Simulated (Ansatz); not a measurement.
A series of calculations on CH5BN

Part 1: Relaxation

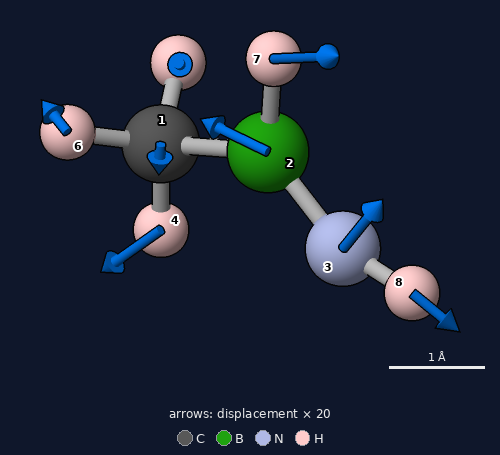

A relaxation of CH₅BN (multiplicity 2). The starting structure is drawn; blue arrows show the displacements, magnified 20 times. The two geometries are superimposed by the best rigid fit.

The picture is a ball-and-stick view, seen from a free direction.

The run prepares an end point of a later path (torsion) calculation, from a guessed geometry.

Computed with UKS PBE0/def2-SVP (Ansatz 0.2.0). (collinear spin; force threshold 0.015 eV/Å; at most 40 steps)

What did the optimiser do to the structure, and how much energy did it gain?

An H atom moves most after the best rigid fit: 0.074 Å. Largest moves by element: H 0.074 Å, B 0.045 Å, N 0.044 Å, C 0.021 Å. Some distances before and after: B–H 1.189 → 1.232 Å, B–N 1.306 → 1.344 Å, B–C 1.615 → 1.583 Å, C–H 1.086 → 1.102 Å. Among the angles between lasting bonds that change: N–B–H 121.3° → 113.6°, C–B–H 113.2° → 119.5°, B–N–H 152.8° → 158.8°. After 4 geometry steps the energy has fallen by 0.118 eV. Largest force component: 2.1 eV/Å at the start, 0.015 eV/Å at the end.

Part 2: Relaxation

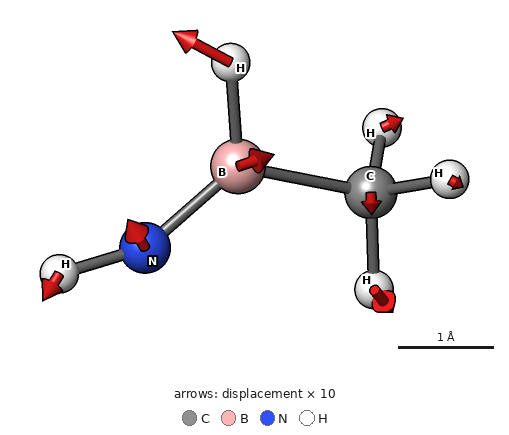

This is a relaxation of CH5BN (multiplicity 2). The starting structure is drawn; red arrows show the displacements, magnified 10 times. The two geometries are superimposed by the best rigid fit.

Style: ball-and-stick. Shown at a tilt.

The run prepares an end point of a later path (torsion) calculation, from a guessed geometry.

The calculation used UKS PBE0/def2-SVP (Ansatz 0.2.0). Set-up: collinear spin; force threshold 0.015 eV/Å; at most 40 steps.

### Which element moves most?

Hydrogen: up to 0.073 Å, against 0.046 Å for nitrogen.

### What happened in the run?

After 5 geometry steps the energy has fallen by 11.7 kJ/mol. The largest force component goes from 2.1 to 0.0033 eV/Å. The largest move after the best rigid fit is that of an H atom, 0.073 Å. By element the largest moves are H 0.073 Å, N 0.046 Å, B 0.045 Å, C 0.025 Å. Near-neighbour distances that change, for instance: B–H 1.189 → 1.232 Å, B–N 1.306 → 1.344 Å, B–C 1.615 → 1.583 Å, C–H 1.084 → 1.102 Å. Among the angles between lasting bonds that change: N–B–H 121.3° → 113.7°, B–N–H 152.8° → 159.3°, C–B–H 113.2° → 119.5°.

Part 3: Path

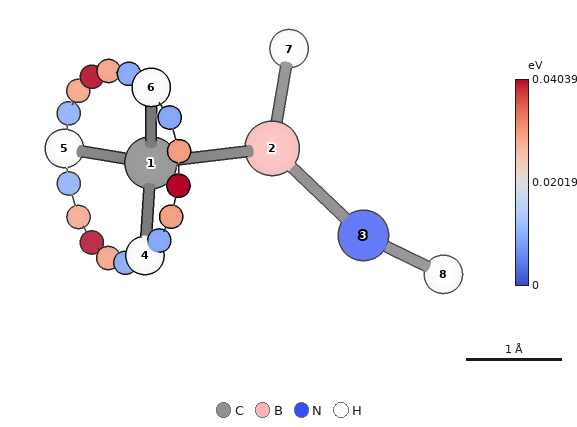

NEB run on CH₅BN (multiplicity 2). Images are numbered from 0 (start) to 6 (end). The start is drawn whole; smaller spheres mark the moving atoms (H) in the later images, joined by lines and coloured by the energy of the image relative to the start. A ball-and-stick model, seen at a tilt.

Level of theory: UKS PBE0/def2-SVP in Ansatz 0.2.0. Set-up: 5 movable images; climbing image; force threshold 0.05 eV/Å; iteration limit 60; starting path by image-dependent pair potential.

Describe the path and its energy.

Answer. The motion is a rotation about the C1–B2 bond by about 120°. No bond forms or breaks between the ends. Bond angles that change up to the highest image, for instance: B2–C1–H4 113.4° → 110.2°, B2–C1–H6 109.5° → 112.4°. The barrier is about 0.040 eV in both directions, with image 3 at the top; the ends have the same energy. The band converged in 4 iterations. The largest component of the band force went from 0.39 to 0.049 eV/Å. The climbing image converged on the top of the path. Its vibrational analysis gives one imaginary mode (157i cm⁻¹), as a transition state must have.

Cost: 88 s on 1 thread of Intel(R) Xeon(R) Platinum 8259CL CPU @ 2.50GHz (Skylake/Cascade Lake) (shared host), peak memory 0.23 GiB.
